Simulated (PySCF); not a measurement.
SnS

```yaml
atoms:
  - { symbol: Sn, position_ang: [0.0000, 0.0000, -0.4703] }
  - { symbol: S, position_ang: [0.0000, 0.0000, 1.7637] }
```

Core potentials replace the inner electrons of Sn.

These are results of PBE0/def2-SVPD, non-relativistic Hamiltonian with scalar-relativistic core potentials where named, at a bond length of 2.234 Å (PySCF 2.14.0), not measurements.

> What can the converged electron density and electron localisation function tell about the bonding?

Sn–S (2.23 Å): ρ is about 0.7 e/Å³ halfway; the ELF peaks at about 0.80 in the valence shell of S, 0.9 Å from its nucleus, and drops to about 0.20 between the two atoms.

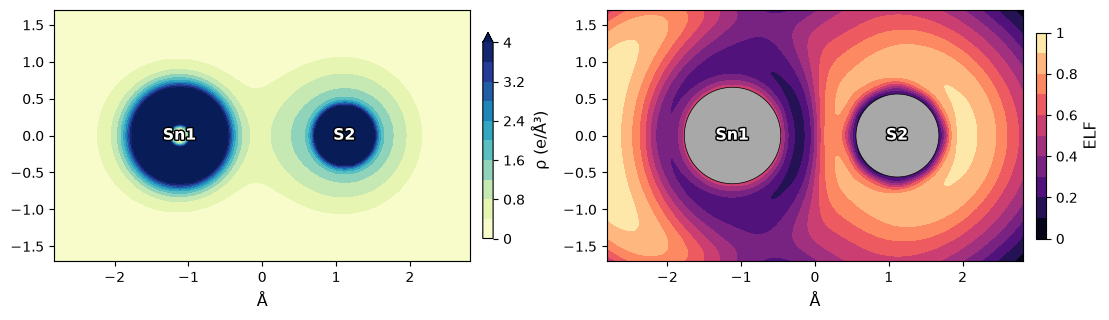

Computed electron density and electron localisation function on a plane that holds the molecular axis, in this order. Grey discs cover the atomic cores in the ELF map. 
